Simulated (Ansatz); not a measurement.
Reaction (SMILES): N#C (CH-N) → C atom + H atom + N atom
B3LYP-D3(BJ)/def2-TZVP geometries, fixed; electronic energies without zero-point terms.

Basis-set convergence of the atomisation energy at PBE0 with Ansatz (a quantum-chemistry and plane-wave program). Cartesian d functions, on some or all atoms, in 6-31G*, 6-31G**; all else is spherical. The program fits the integrals of some runs and decomposes those of others, by size. Open shells are unrestricted. No added dispersion term, no relativity. Functions are those of the species that has most. Reference: the value in pcseg-4, 311.47 kcal/mol, itself unsure by roughly 0.04 kcal/mol (its mean distance from aug-pcseg-3, aug-cc-pVQZ, cc-pV5Z). Deviations are taken from unrounded values.

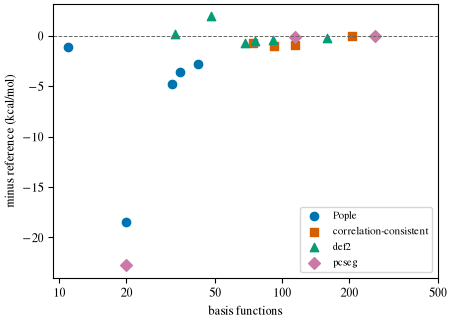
Deviation from the reference against the number of basis functions, by family of sets.

```tsv
basis	functions	atomisation energy (kcal/mol)	minus reference (kcal/mol)
STO-3G	11	310.35	-1.13
3-21G	20	292.99	-18.49
pcseg-0	20	288.73	-22.74
6-31G*	32	306.70	-4.78
def2-SVP	33	311.64	0.17
6-31G**	35	307.90	-3.57
6-311G**	42	308.70	-2.77
def2-SVPD	48	313.41	1.93
def2-TZVP	68	310.73	-0.74
cc-pVTZ	74	310.76	-0.71
def2-TZVPP	76	310.94	-0.53
def2-TZVPPD	91	311.02	-0.45
jun-cc-pV(T+d)Z	92	310.49	-0.98
aug-cc-pVTZ	115	310.59	-0.88
aug-pcseg-2	115	311.35	-0.12
def2-QZVPPD	159	311.24	-0.23
aug-cc-pVQZ	206	311.44	-0.03
pcseg-4	263	311.47	0.00
```
